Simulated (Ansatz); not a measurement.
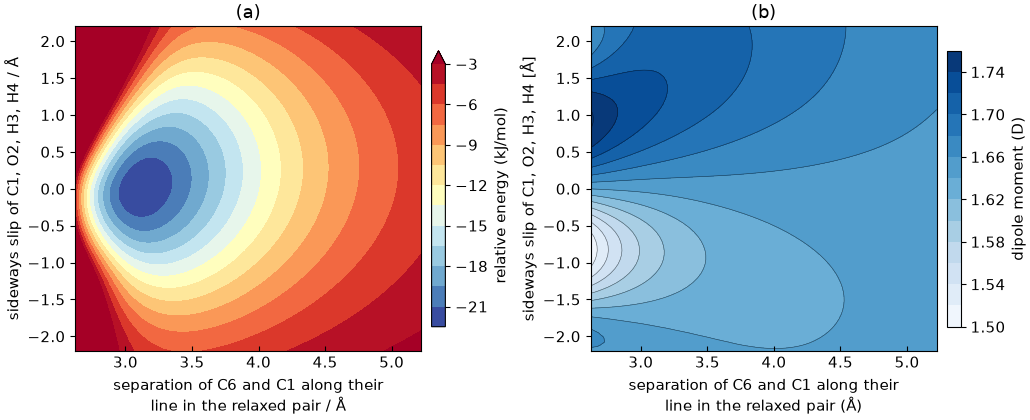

The pair CH₂O···C₂H₃N. Coordinates scanned: (1) separation of C6 and C1 along their line in the relaxed pair; (2) sideways slip of C1, O2, H3, H4. Nothing is relaxed (both partners rigid). Grid: 9 × 9 points. Points are written as (first, second). All energies are given in kJ/mol relative to the two partners far apart, frozen as in the relaxed pair, each in its own basis (no counterpoise correction). Level of theory: RKS PBE0-D4/def2-SVPD (Ansatz 0.2.0).

Panel (a) is the energy and panel (b) the computed dipole moment on the same grid.

The picture shows filled contours, one colour for all values above the top of the scale. Between grid points the surface is interpolated.

How does the dipole moment vary over the map, and what is it at the lowest grid point?

Leaving out the highest fifth of the energies, it runs from 1.55 D at (2.763 Å, −1.10 Å) to 1.73 D at (2.995 Å, 1.10 Å). At the lowest grid point, (2.995 Å, 0.00 Å), it is 1.65 D.

```tsv
second ↓, first →	2.622	2.763	2.995	3.280	3.607	3.968	4.360	4.778	5.222
2.20	1.67	1.68	1.70	1.71	1.71	1.70	1.68	1.67	1.67
1.65	1.70	1.71	1.72	1.72	1.71	1.69	1.68	1.67	1.66
1.10	1.76	1.74	1.73	1.71	1.70	1.69	1.68	1.67	1.66
0.55	1.74	1.72	1.70	1.69	1.68	1.67	1.66	1.66	1.66
0.00	1.64	1.64	1.65	1.65	1.65	1.65	1.65	1.65	1.65
−0.55	1.52	1.55	1.59	1.61	1.63	1.64	1.64	1.65	1.65
−1.10	1.52	1.55	1.59	1.61	1.63	1.63	1.64	1.64	1.64
−1.65	1.63	1.63	1.63	1.63	1.63	1.64	1.64	1.64	1.64
−2.20	1.65	1.65	1.65	1.64	1.64	1.64	1.64	1.64	1.64
```
